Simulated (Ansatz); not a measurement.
# PAsAsAs tetrahedron (As3P): single points with varied inputs

How do the results and run time of PAsAsAs tetrahedron (As3P) respond when the settings are drawn wide?

Computed with Ansatz 0.2.0, Gaussian basis. Level: the settings change from run to run.

## (1) The geometry

The geometry comes from an earlier relaxation with r2SCAN-D4/def2-SVP; it is a stationary point.

4 atoms, charge 0, spin multiplicity 1.

Atoms are counted from 1 here; the program's logs count them from 0.

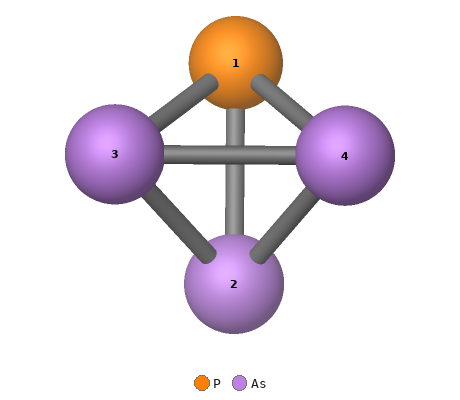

The geometry (phosphorus orange, arsenic purple); atoms are numbered from 1 in the order of the file.

Geometry (Å):

```mol
As3P
  3D, bonds by distance, orders not assigned

  4  6  0  0  0  0  0  0  0  0999 V2000
   -1.1149   -0.0471    0.8475 P   0  0
    1.2040   -0.3372    0.7928 As  0  0
    0.1090    1.3691   -0.5528 As  0  0
   -0.1981   -0.9848   -1.0875 As  0  0
  1  2  8  0
  1  3  8  0
  1  4  8  0
  2  3  8  0
  2  4  8  0
  3  4  8  0
M  END
```

## (2) PBE0/def2-TZVP

Set apart from the defaults: atoms shaken by 0.08 Å, a grid of angular degree 47, finite nuclei, a point charge of 1.00 e beside it, D3(BJ) with three-body dispersion.

in.yaml reads:

```yaml
crystal:
  periodic: [false, false, false]
  atoms:
    - {symbol: P, position_ang: [-1.054024, -0.138246, 0.721783]}
    - {symbol: As, position_ang: [1.145452, -0.348849, 0.877090]}
    - {symbol: As, position_ang: [0.185759, 1.224636, -0.475661]}
    - {symbol: As, position_ang: [-0.168771, -1.048570, -0.989518]}
basis:
  gaussian: {orbitals: def2-TZVP, final_grid: {core_spheres: 20, valence_spheres: 16, degree: 47}, nuclear_model: gaussian, point_charges: [{charge: 1.00, position_ang: [4.478, 0.289, -0.818]}]}
hamiltonian: {xc: {name: PBE0}, dispersion: d3bjatm}
output: {forces: true}
```

On the command line:

```console
$ ansatz run in.yaml --threads 4 --pin off --events-out ev --progress --plain --max-ram 3916MiB
```

Log:

```text
Functional definition: PBE0
  name "PBE0"
  cite "Adamo & Barone, J. Chem. Phys. 110, 6158 (1999) doi:10.1063/1.478522"
  cite "Perdew, Burke & Ernzerhof, Phys. Rev. Lett. 77, 3865 (1996) doi:10.1103/PhysRevLett.77.3865"
  parent pbe
  parameter a = 0.25
  parameter kappa = 0.804
  parameter beta = 0.06672455060314922
  exchange = (1 - a)*pbe_x(kappa = kappa, mu = beta*pi^2/3) + a*exact_x
  correlation = pbe_c(beta = beta)
1551 factors; their error is unknown
mean field evaluation 1: about -191787.1465 eV, gradient 2.3e1 eV
mean field evaluation 2: about -191786.2558 eV, gradient 2.7e1 eV
mean field evaluation 4: about -191788.2604 eV, gradient 2.0e0 eV
mean field evaluation 8: about -191788.2722 eV, gradient 7.7e-2 eV
mean field evaluation 16: about -191789.0198 eV, gradient 2.7e-4 eV
mean field -191789.01975891 eV, -7048.1164768732 hartree, gradient 6.4e-5 eV, S^2 0.000000; 0 other end points of the search recorded, 0 dependent functions left out
the calculation of the forces begins
reference -191789.01978031 eV, -7048.1164776597 hartree; 57, 57 occupied and 124, 124 virtual orbitals, 1551 factors
Total energy: -191789.23692252 eV, -7048.1244574888 hartree
Atom 0 at    -1.054024    -0.138246     0.721783 Å, force    -2.979472     0.562143     3.157216 eV/Å
Atom 1 at     1.145452    -0.348849     0.877090 Å, force     2.136720    -1.470998     1.447044 eV/Å
Atom 2 at     0.185759     1.224636    -0.475661 Å, force    -0.026454     2.901424    -1.892288 eV/Å
Atom 3 at    -0.168771    -1.048570    -0.989518 Å, force     1.100512    -1.952867    -2.798150 eV/Å
Dipole moment:    -0.573452    -0.046242     0.015067 e Å
```

It took 6 s on 4 threads of Arm Neoverse V2, shared host; peak memory 0.75 GiB.

Largest force 4.377 eV/Å, dipole 2.76 D.

## (3) PBE/aug-cc-pVDZ

Set apart from the defaults: a grid of angular degree 23, relativity set to scalar.

in.yaml reads:

```yaml
crystal:
  periodic: [false, false, false]
  atoms:
    - {symbol: P, position_ang: [-1.114939, -0.047055, 0.847507]}
    - {symbol: As, position_ang: [1.204003, -0.337194, 0.792847]}
    - {symbol: As, position_ang: [0.109024, 1.369099, -0.552805]}
    - {symbol: As, position_ang: [-0.198098, -0.984841, -1.087540]}
basis:
  gaussian: {orbitals: aug-cc-pVDZ, final_grid: {core_spheres: 8, valence_spheres: 7, degree: 23}}
hamiltonian: {xc: {name: PBE}, pseudopotentials: {relativity: scalar}}
scf: {omitted_lower_state_checks: [starts]}
output: {forces: true}
```

Launched as before.

Log (excerpt; [...] marks lines left out):

```text
Functional definition: PBE
  name "PBE"
  cite "Perdew, Burke & Ernzerhof, Phys. Rev. Lett. 77, 3865 (1996) doi:10.1103/PhysRevLett.77.3865"
  parent pbe
[...]
1598 factors; their error is unknown
[...]
mean field -193385.66311619 eV, -7106.7920380094 hartree, gradient 4.1e-5 eV, S^2 0.000000; 0 other end points of the search recorded, 0 dependent functions left out
[...]
reference -193385.66317916 eV, -7106.7920403236 hartree; 57, 57 occupied and 78, 78 virtual orbitals, 1598 factors
Total energy: -193385.66317916 eV, -7106.7920403236 hartree
Relativity: scalar
Atom 0 at    -1.114939    -0.047055     0.847507 Å, force    -0.278523    -0.012235     0.213828 eV/Å
Atom 1 at     1.204003    -0.337194     0.792847 Å, force     0.252969    -0.064380     0.138112 eV/Å
Atom 2 at     0.109024     1.369099    -0.552805 Å, force     0.043262     0.271963    -0.122891 eV/Å
Atom 3 at    -0.198098    -0.984841    -1.087540 Å, force    -0.017708    -0.195348    -0.229048 eV/Å
Dipole moment:     0.078143     0.003299    -0.059405 e Å
Checks for a lower state left out: starts
```

It took 1.6 s on 4 threads of Arm Neoverse V2, shared host.

Largest force 0.351 eV/Å, dipole 0.47 D.

## (4) B3LYP/cc-pVTZ-DK

Options: multiplicity 3, density fitting with def2-universal-jkfit, a point charge of 0.50 e beside it.

in.yaml: that of step 3 with these lines changed.

```diff
@@ -8,4 +8,5 @@
 basis:
-  gaussian: {orbitals: aug-cc-pVDZ, final_grid: {core_spheres: 8, valence_spheres: 7, degree: 23}}
-hamiltonian: {xc: {name: PBE}, pseudopotentials: {relativity: scalar}}
+  gaussian: {orbitals: cc-pVTZ-DK, fitting: {mean_field: def2-universal-jkfit}, point_charges: [{charge: 0.50, position_ang: [4.801, -0.012, -0.173]}]}
+magnetization: {spin_polarized: true, initial_magnetization: 2}
+hamiltonian: {xc: {name: B3LYP}}
 scf: {omitted_lower_state_checks: [starts]}
```

Launched as before.

Log (excerpt; [...] marks lines left out):

```text
Functional definition: B3LYP
  name "B3LYP"
  cite "Stephens, Devlin, Chabalowski & Frisch, J. Phys. Chem. 98, 11623 (1994) doi:10.1021/j100096a001"
  cite "Becke, Phys. Rev. A 38, 3098 (1988) doi:10.1103/PhysRevA.38.3098"
  cite "Lee, Yang & Parr, Phys. Rev. B 37, 785 (1988) doi:10.1103/PhysRevB.37.785"
  cite "Vosko, Wilk & Nusair, Can. J. Phys. 58, 1200 (1980) doi:10.1139/p80-159"
[...]
926 factors; integrals over basis functions are off by at most 2.3e-1 eV
[...]
mean field -193871.95776860 eV, -7124.6630368633 hartree, gradient 8.6e-6 eV, S^2 2.006060; 0 other end points of the search recorded, 0 dependent functions left out
[...]
reference -193871.95797669 eV, -7124.6630445106 hartree; 58, 56 occupied and 105, 107 virtual orbitals, 926 factors
Total energy: -193871.95797669 eV, -7124.6630445106 hartree
Relativity: scalar
Atom 0 at    -1.114939    -0.047055     0.847507 Å, force     0.048988     0.688671     0.569406 eV/Å
Atom 1 at     1.204003    -0.337194     0.792847 Å, force     2.152522    -3.942140     2.756957 eV/Å
Atom 2 at     0.109024     1.369099    -0.552805 Å, force    -2.769766     3.515292    -2.784136 eV/Å
Atom 3 at    -0.198098    -0.984841    -1.087540 Å, force     0.625716    -0.250484    -0.566295 eV/Å
Dipole moment:    -0.302588    -0.023122    -0.113424 e Å
Checks for a lower state left out: starts
```

It took 21 s on 4 threads of Arm Neoverse V2, shared host; peak memory 0.84 GiB.

Largest force 5.271 eV/Å, dipole 1.56 D, ⟨S²⟩ 2.006.

## (5) All runs side by side

```
           level  charge  multiplicity               geometry  functions  energy (eV)   time
  PBE0/def2-TZVP       0             1   shaken, point charge        181  -191789.237    6 s
 PBE/aug-cc-pVDZ       0             1                relaxed        135  -193385.663  1.6 s
B3LYP/cc-pVTZ-DK       0             3  relaxed, point charge        163  -193871.958   21 s
```

## (6) What came out

| quantity | value |
| --- | --- |
| runs | 3 |
| quickest | PBE/aug-cc-pVDZ, 1.6 s |
| slowest | B3LYP/cc-pVTZ-DK, 21 s |

In words: The runs differ in state or geometry as well as level, so their energies can't be set against each other. B3LYP/cc-pVTZ-DK took 13 times as long as PBE/aug-cc-pVDZ. The jobs differ in tasks and options as well as level. At the r2SCAN-D4/def2-SVP geometry and in the same state, the sound runs without point charges leave forces up to 0.35 eV/Å (PBE/aug-cc-pVDZ).
